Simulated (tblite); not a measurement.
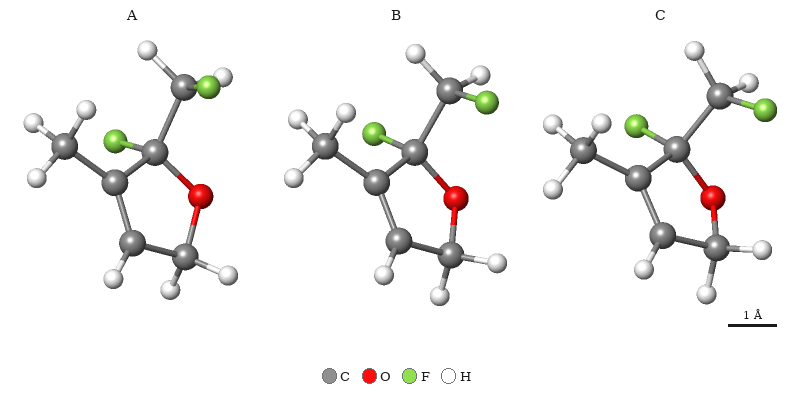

3 geometries from one relaxation of C6H8F2O, in shuffled order. The picture is a ball-and-stick view, seen at a tilt.

Method: GFN2-xTB geometry optimisation, gas phase (tblite 0.8.0). 

### Put them in the order of the run, from the start to the converged end.

C, B, A. They are steps 0, 31, 81, at +54.2 kJ/mol, +4.68 kJ/mol relative to the last. After 81 geometry steps the energy has fallen by 54.2 kJ/mol. An F atom moves most after the best rigid fit: 0.83 Å. By element the largest moves are F 0.83 Å, H 0.57 Å, O 0.43 Å, C 0.25 Å. Among the contacts that change: C–C 1.485 → 1.531 Å, C–O 1.388 → 1.427 Å, C–F 1.382 → 1.416 Å, C–H 1.126 → 1.093 Å. Bond angles that change, for instance: H–C–H 102.9° → 111.1°, H–C–H 116.0° → 108.3°, C–C–C 129.0° → 121.6°. Groups turn about C–O by about 35°, C–O by about 30°, C–C by about 20°. Cost: 0.84 s on 1 thread of Arm Neoverse N1 (shared host).
